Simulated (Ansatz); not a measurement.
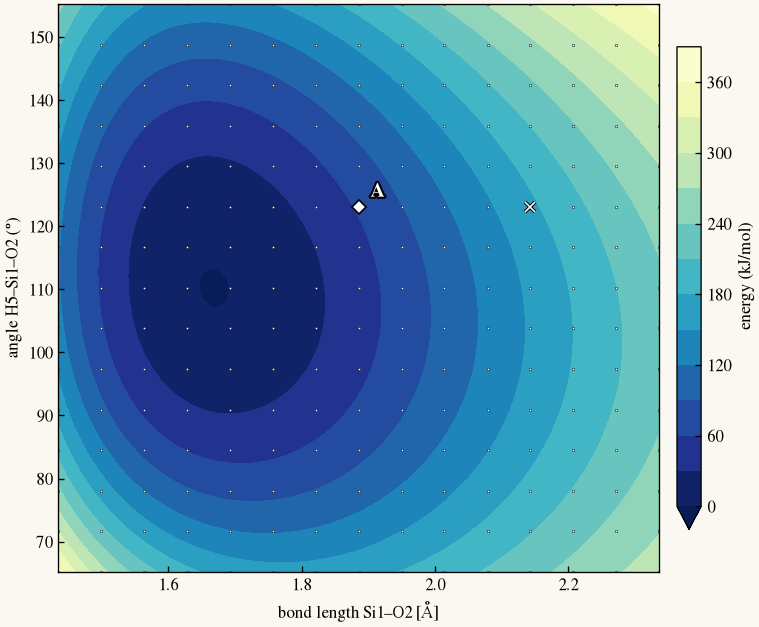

AlClH3OSi, SMILES [SiH3][O][Al][Cl], spin multiplicity 2. The first coordinate is: bond length Si1–O2; the second: angle H5–Si1–O2. Nothing is relaxed (all other coordinates rigid). Grid: 15 × 15 points. At 1 point there is no value. Points are written as (first, second). Energies: kJ/mol, counted from the lowest grid point. Method: Ansatz, UKS PBE-D4/def2-SVP.

The picture shows filled contours, crosses at grid points without a value, dots at the grid points, the point A. Between grid points the surface is interpolated.

**Is A at rest? If not, where is it pushed?**

A, at (1.886 Å, 123.1°), is not a stationary point. The computed force is 380 kJ/mol for each Å towards smaller values of bond length Si1–O2 and 2 kJ/mol for each degree towards smaller values of angle H5–Si1–O2.
